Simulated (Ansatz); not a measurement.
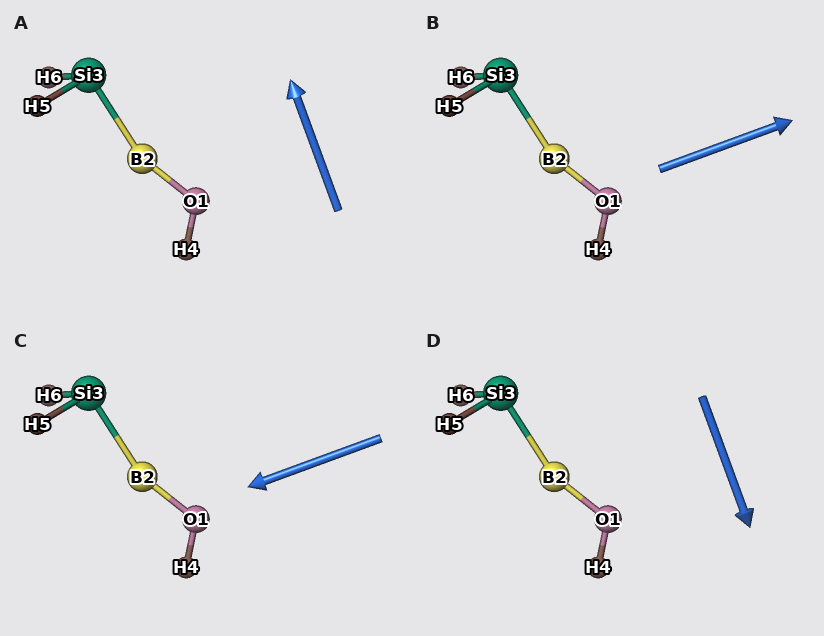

The same molecule four times, each with an arrow. The geometry was computed by an optimisation with PBE-D4/def2-SVP. No frequency run is at hand to confirm it as a minimum. Level of theory: RKS PBE-D4/def2-SVP (Ansatz 0.2.0).

### Which arrow points along the dipole moment, from the negative to the positive end?

D. The dipole moment is 4.01 D; it points from the side of Si3, H5, H6 to the side of H4 (the outermost atoms at the two ends).
